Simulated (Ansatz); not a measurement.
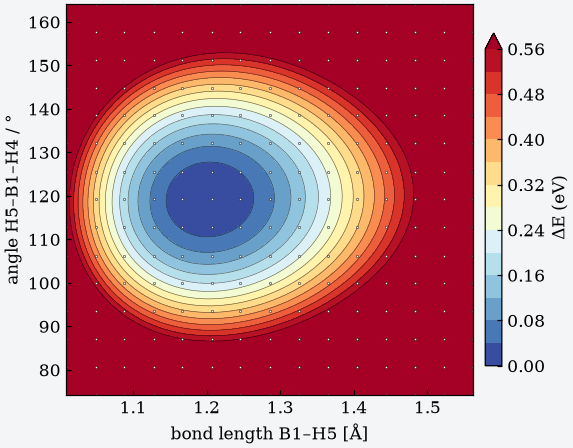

CH₂BGe, SMILES B[C]#[Ge], spin multiplicity 2. The first coordinate is: bond length B1–H5; the second: angle H5–B1–H4. Nothing is relaxed (all other coordinates rigid). The grid has 15 × 15 points. Points are written as (first, second). All energies are given in eV relative to the relaxed molecule at the same level. The calculation used UKS PBE0-D4/def2-TZVP (Ansatz).

In the figure: filled contours, dots at the grid points, one colour for all values above the top of the scale. Between grid points the surface is interpolated.

### Where is the minimum, and how stiff is the well along each coordinate?

The interpolated minimum is at bond length B1–H5 ≈ 1.201 Å, angle H5–B1–H4 ≈ 119.2°. The curvatures there are about 23 eV/Å² and 3.6 eV/rad², with a cross term of about −0.3 eV/(Å·rad). Round the minimum the two coordinates are nearly uncoupled.
